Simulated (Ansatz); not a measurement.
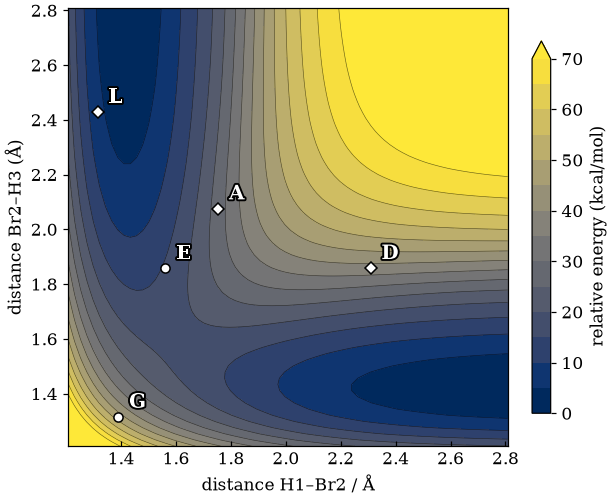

The system H + BrH, spin multiplicity 2. The first coordinate is: distance H1–Br2; the second: distance Br2–H3. Nothing is relaxed (the angle H1–Br2–H3 is fixed at 180 degrees). The scan uses a 17 × 17 grid; 153 points were computed and 136 follow by symmetry. Points are written as (first, second). Energies are in kcal/mol, from H far from the relaxed BrH (each part in its own basis). In part of the range the unrestricted reference is strongly spin-contaminated. The calculation used UHF-MP2, frozen core/def2-TZVPD in Ansatz 0.2.0.

The picture shows filled contours, one colour for all values above the top of the scale, lettered points. Between grid points the surface is interpolated.

Is G the lowest point of the computed grid?

Answer. No. G lies 47 kcal/mol above the lowest grid point, which is at (1.390 Å, 2.808 Å).

What kind of point is each of A, D, E, G, L: minimum, saddle, maximum or slope?

Answer. A: on a slope; D: on a slope; E: on a slope; G: on a slope; L: on a slope. (In these two coordinates alone; a stationary point may lie a little off the grid point.)
